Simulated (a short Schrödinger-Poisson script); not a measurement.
System: MOS inversion layer, SiO2 on p-type Ge(111), at 300 K.

| layer | material | thickness (nm) | Na (cm⁻³) |
|---|---|---|---|
| 1 | SiO2 | 1.7 | - |
| 2 | Ge | 310 | 5.4e18 |

The device is made up for the run: typed textbook-type constants, with dimensions and the other settings drawn at random. SiO2: permittivity 3.9, conduction-band edge (eV) 3.1, gap (eV) 9, electron mass (mₑ) 0.5. Ge: permittivity 16, conduction-band edge (eV) 0, gap (eV) 0.664, Nv at 300 K (cm⁻³) 6e18.

Channel valleys (confinement mass, in-plane density-of-states mass, number): L1 1.59, 0.08, 1; L3 0.09, 0.34, 3. At the gate the conduction-band edge of layer 1 lies 3.29 eV − eVg above the Fermi level of the channel; the field vanishes at the back. Gaps are held at their typed values at every temperature. Mesh 0.03 nm at interfaces.

From a short Schrödinger-Poisson script (our own, NumPy): 1D Poisson equation in equilibrium, electrons quantum, Hartree (BenDaniel-Duke, 12 states a valley, the channel's in-plane mass for all, wave functions free to enter the dielectric), parabolic valleys, classical holes, full ionisation, no traps, pinning or gate leakage.

Only gate voltages with over 1e8 electrons/cm² are shown.

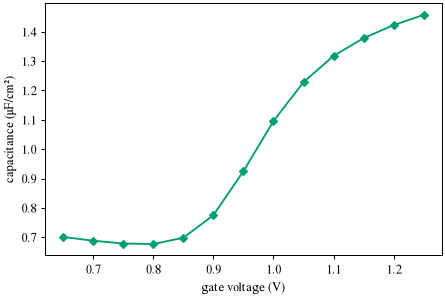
Quasi-static capacitance against gate voltage

| Vg (V) | electrons (cm⁻²) | C (μF/cm²) | L1 E0 (meV) | L1 E1 (meV) | L3 E0 (meV) | L3 E1 (meV) |
|---|---|---|---|---|---|---|
| 0.65 | 1.80e8 | 0.701 | 222.3 | 308.1 | 351.2 | 542.3 |
| 0.7 | 5.76e8 | 0.688 | 191.9 | 279.7 | 323.6 | 521.8 |
| 0.75 | 1.87e9 | 0.679 | 161.1 | 251.0 | 295.5 | 500.4 |
| 0.8 | 6.15e9 | 0.677 | 130.1 | 222.0 | 267.1 | 478.3 |
| 0.85 | 2.00e10 | 0.698 | 99.3 | 193.0 | 238.7 | 456.0 |
| 0.9 | 6.12e10 | 0.775 | 69.6 | 165.1 | 211.4 | 434.1 |
| 0.95 | 1.62e11 | 0.925 | 43.0 | 140.1 | 186.8 | 414.3 |
| 1 | 3.47e11 | 1.10 | 20.7 | 119.4 | 166.4 | 397.8 |
| 1.05 | 6.07e11 | 1.23 | 2.6 | 102.6 | 149.9 | 384.4 |
| 1.1 | 9.22e11 | 1.32 | -12.7 | 88.7 | 136.1 | 373.3 |
| 1.15 | 1.27e12 | 1.38 | -26.0 | 76.7 | 124.2 | 363.7 |
| 1.2 | 1.65e12 | 1.42 | -38.0 | 66.0 | 113.7 | 355.2 |
| 1.25 | 2.05e12 | 1.46 | -48.9 | 56.4 | 104.1 | 347.7 |

Subbands count from the Fermi level.

Only the L valleys are kept; under strong confinement the Δ valleys of Ge fill too.
